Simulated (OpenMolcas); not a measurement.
**Excited-state calculation, with input and output: SiH4 (part 1 of 2)**

SiH4, SMILES [SiH4], computed with FCI/STO-3G, RHF (OpenMolcas 26.06).

The geometry comes from this level: PBE0-D4/def2-TZVP.

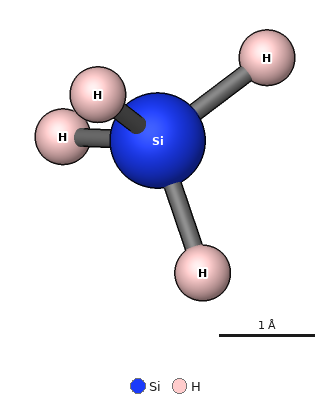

*The structure as given in the input (ball-and-stick view, seen at a tilt).*

Bond lengths as drawn: H–Si 1.48 Å.

### The input
```
* H4Si full CI

&GATEWAY
 BasLib=$CurrDir
 Coord=input.xyz
 Basis=STO-3G
 Group=NoSym

&SEWARD

&RASSCF
 FileOrb=$CurrDir/step1.ScfOrb
 Spin=1
 Nactel=8 0 0
 Inactive=5
 Ras2=8
 CIRoot=4 4 1
 OrbListing=Nothing
 CIOnly

&RASSI
 NrOfJobIphs=1 all
```

### File input.xyz
```
5

Si     0.000000     0.000000    -0.000100
H      0.967600    -0.688400     0.890900
H     -1.331000     0.044900     0.656000
H     -0.105100    -0.740300    -1.282600
H      0.468500     1.383800    -0.264200
```

Run on 1 thread of Arm Neoverse V2, 24 GiB of memory available, shared host.

Command:
```bash
export MOLCAS_MEM=1860
pymolcas step3.inp > step3.log
```

### The program's output
```
--- Start Module: gateway ---

                                              &GATEWAY

                       available to each process: 1.9 GB of memory, 1 thread

 Basis Set     1 Label: SI.STO-3G
 Basis set is read from library:.
 basistype.tbl is not found

 Basis Set     2 Label: H.STO-3G
 Basis set is read from library:.
 basistype.tbl is not found

++    Symmetry information:
      ---------------------

                    Character Table for C1

                             E
                    a        1  x, y, xy, Rz, z, xz, Ry, yz, Rx, I
--

++    Basis set information:
      ----------------------

      Basis set label: SI.STO-3G.........

      Electronic valence basis set:
      ------------------
      Associated Effective Charge  14.000000 au
      Associated Actual Charge     14.000000 au
      Nuclear Model: Point charge

      Shell  nPrim  nBasis  Cartesian Spherical Contaminant
         s       9       3        X
         p       6       2        X

      Basis set label: H.STO-3G.........

      Electronic valence basis set:
      ------------------
      Associated Effective Charge   1.000000 au
      Associated Actual Charge      1.000000 au
      Nuclear Model: Point charge

      Shell  nPrim  nBasis  Cartesian Spherical Contaminant
         s       3       1        X
--

++    Molecular structure info:
      -------------------------

                    ************************************************
                    **** Cartesian Coordinates / bohr, angstrom ****
                    ************************************************

     Center  Label                x              y              z                     x              y              z
        1      SI1              0.000000       0.000000      -0.000189              0.000000       0.000000      -0.000100
        2      H2               1.828499      -1.300887       1.683557              0.967600      -0.688400       0.890900
        3      H3              -2.515225       0.084849       1.239660             -1.331000       0.044900       0.656000
        4      H4              -0.198610      -1.398964      -2.423763             -0.105100      -0.740300      -1.282600
        5      H5               0.885337       2.615003      -0.499266              0.468500       1.383800      -0.264200

                    ***************************************
                    *    InterNuclear Distances / bohr    *
                    ***************************************

               1 SI1           2 H2            3 H3            4 H4            5 H5
    1 SI1      0.000000
    2 H2       2.805480        0.000000
    3 H3       2.805492        4.580966        0.000000
    4 H4       2.805398        4.581361        4.581384        0.000000
    5 H5       2.805555        4.581317        4.581415        4.581546        0.000000

                    *******************************************
                    *    InterNuclear Distances / angstrom    *
                    *******************************************

               1 SI1           2 H2            3 H3            4 H4            5 H5
    1 SI1      0.000000
    2 H2       1.484596        0.000000
    3 H3       1.484602        2.424143        0.000000
    4 H4       1.484553        2.424352        2.424364        0.000000
    5 H5       1.484636        2.424329        2.424381        2.424450        0.000000

                    **************************************
                    *    Valence Bond Angles / degree    *
                    **************************************
                          Atom centers                 Phi
                      2 H2       1 SI1      3 H3       109.46
                      2 H2       1 SI1      4 H4       109.47
                      2 H2       1 SI1      5 H5       109.47
                      3 H3       1 SI1      4 H4       109.48
                      3 H3       1 SI1      5 H5       109.47
                      4 H4       1 SI1      5 H5       109.48
--

            Nuclear Potential Energy             21.27058826 au

--- Stop Module: gateway /rc=_RC_ALL_IS_WELL_ ---

--- Start Module: seward ---

                                              &SEWARD

                       available to each process: 1.9 GB of memory, 1 thread

               SEWARD will generate:
                  Multipole Moment integrals up to order  2
                  Kinetic Energy integrals
                  Nuclear Attraction integrals (point charge)
                  One-Electron Hamiltonian integrals
                  Velocity integrals
                  Orbital angular momentum around (  0.0000  -0.0000  -0.0002 )
                  Velocity quadrupole around (  0.0000  -0.0000  -0.0002 )
                  Two-Electron Repulsion integrals

                   Integrals are discarded if absolute value <: 1.00E-14
                   Integral cutoff threshold is set to       <: 1.00E-16

            Nuclear Potential Energy             21.27058826 au

      Basis set specifications :
      Symmetry species         a
      Basis functions           13

--- Stop Module: seward /rc=_RC_ALL_IS_WELL_ ---

--- Start Module: rasscf ---

                                              &RASSCF

                       available to each process: 1.9 GB of memory, 1 thread

      Header of the ONEINT file:
      --------------------------

      OrdInt status: non-squared

      Cartesian coordinates in angstrom:
      -----------------------------------------------------
      No.  Label        X            Y            Z
      -----------------------------------------------------
       1   SI1        0.00000000   0.00000000  -0.00010000
       2   H2         0.96760000  -0.68840000   0.89090000
       3   H3        -1.33100000   0.04490000   0.65600000
       4   H4        -0.10510000  -0.74030000  -1.28260000
       5   H5         0.46850000   1.38380000  -0.26420000
      -----------------------------------------------------
      Nuclear repulsion energy =   21.27058826

++    Wave function specifications:
      -----------------------------

      Number of closed shell electrons          10
      Number of electrons in active shells       8
      Max number of holes in RAS1 space          0
      Max nr of electrons in RAS3 space          0
      Number of inactive orbitals                5
      Number of active orbitals                  8
      Number of secondary orbitals               0
      Spin quantum number                      0.0
      State symmetry                             1
--

++    Orbital specifications:
      -----------------------

      Symmetry species                           1
                                                 a
      Frozen orbitals                            0
      Inactive orbitals                          5
      Active orbitals                            8
      RAS1 orbitals                              0
      RAS2 orbitals                              8
      RAS3 orbitals                              0
      Secondary orbitals                         0
      Deleted orbitals                           0
      Number of basis functions                 13
--

++    CI expansion specifications:
      ----------------------------

      Number of CSFs                          1764
      Number of spin combinations             2485
      Number of determinants                  4900
      Number of root(s) required                 4
      Root chosen for geometry opt.              4
      CI roots used                              1     2     3     4
      weights                                0.250 0.250 0.250 0.250
      highest root included in the CI            4
      max. size of the explicit Hamiltonian    200
--

++    Optimization specifications:
      ----------------------------

      RASSCF algorithm: Conventional
      Maximum number of macro iterations       200
      Maximum number of SX iterations          100
      Threshold for RASSCF energy            1.000E-08
      Threshold for max MO rotation          1.000E-01
      Threshold for max BLB element          1.000E-04
      Level shift parameter                  5.000E-01
      Make Quasi-Newton update
--

      The MO-coefficients are taken from the file:
      step1.ScfOrb
      Title: SCF orbitals

      Total molecular charge    0.00

      ************************************************************************************************************************
      *                                            Wave function control section                                             *
      ************************************************************************************************************************

                                         CASCI only, no orbital optimization will be done.
                                         -------------------------------------------------

          iter iter root      energy       change     param      element    value   shift minimum  type update hh:mm:ss
 Nr of preliminary CI iterations:  13
        1   1    0    0  -287.52187176    0.00E+00   0.00E+00    5  12 1 -1.51E-02*  0.00   0.00    SX    NO    0:00:00

      ************************************************************************************************************************
                                                      Wave function printout:
                       occupation of active orbitals, and spin coupling of open shells (u,d: Spin up or down)
      ************************************************************************************************************************

      Note: transformation to natural orbitals
      has been made, which may change the order of the CSFs.

      printout of CI-coefficients larger than  0.05 for root  1
      energy=    -287.980163
      conf/sym  11111111     Coeff  Weight
             1  22220000  -0.97284 0.94641
            20  22200200   0.06739 0.00454
            49  u22dud00   0.06015 0.00362
            63  22020020   0.06887 0.00474
            81  u2d2u0d0  -0.06001 0.00360
            97  20220002   0.07545 0.00569
           104  ud22u00d   0.06001 0.00360

      printout of CI-coefficients larger than  0.05 for root  2
      energy=    -287.369141
      conf/sym  11111111     Coeff  Weight
             4  222u00d0  -0.65653 0.43104
             7  22u20d00  -0.65488 0.42887
            19  2220ud00  -0.10498 0.01102
            25  22200u0d   0.05372 0.00289
            29  22udud00   0.05662 0.00321
            31  22udu0d0  -0.15954 0.02545
            36  22ud00ud   0.07270 0.00528
            40  2u2d0200   0.05881 0.00346
            43  2u2d0020  -0.05568 0.00310
            50  u22d0200  -0.05408 0.00292
            53  u22d0020   0.05910 0.00349
            59  2202ud00   0.11287 0.01274
            72  2ud20ud0   0.08215 0.00675
            82  u2d20ud0  -0.08138 0.00662
           154  22u02d00   0.05226 0.00273
           216  220u20d0  -0.05342 0.00285

      printout of CI-coefficients larger than  0.05 for root  3
      energy=    -287.369106
      conf/sym  11111111     Coeff  Weight
             5  222u000d  -0.65610 0.43047
            11  2u220d00   0.65525 0.42935
            19  2220ud00   0.09203 0.00847
            22  22200ud0   0.05400 0.00292
            25  22200u0d   0.05576 0.00311
            30  22ud0200  -0.05967 0.00356
            44  2u2du00d  -0.16213 0.02629
            46  2u2d00ud  -0.05646 0.00319
            57  u22d0002  -0.06338 0.00402
            69  2ud2ud00  -0.05326 0.00284
            75  2ud20u0d   0.05108 0.00261
            89  2022ud00  -0.11078 0.01227
            95  20220u0d  -0.07783 0.00606
           105  ud220u0d  -0.08129 0.00661
           282  202u200d  -0.05344 0.00286

      printout of CI-coefficients larger than  0.05 for root  4
      energy=    -287.369077
      conf/sym  11111111     Coeff  Weight
             8  22u200d0   0.05027 0.00253
             9  22u2000d   0.65451 0.42838
            12  2u2200d0   0.65487 0.42886
            32  22ud0ud0  -0.05408 0.00292
            39  2u2dud00   0.05303 0.00281
            45  2u2d0u0d  -0.05162 0.00266
            61  2202u0d0   0.08029 0.00645
            66  220200ud   0.07348 0.00540
            71  2ud2u0d0   0.06451 0.00416
            74  2ud2u00d   0.15377 0.02365
            87  u2d20002   0.05793 0.00336
            91  2022u0d0  -0.11064 0.01224
            96  202200ud  -0.08266 0.00683
           106  ud2200ud  -0.07519 0.00565
           442  20u2200d   0.05228 0.00273

      Natural orbitals and occupation numbers for root  1
      sym 1:   1.983321   1.969183   1.969178   1.969179   0.035104   0.024681   0.024679   0.024674

      Natural orbitals and occupation numbers for root  2
      sym 1:   1.975991   1.947916   1.451780   1.454320   0.099700   0.520700   0.522266   0.027327

      Natural orbitals and occupation numbers for root  3
      sym 1:   1.973060   1.450041   1.946957   1.459778   0.096432   0.518198   0.032910   0.522624

      Natural orbitals and occupation numbers for root  4
      sym 1:   1.969506   1.447733   1.464513   1.948004   0.090402   0.040142   0.514259   0.525442
```
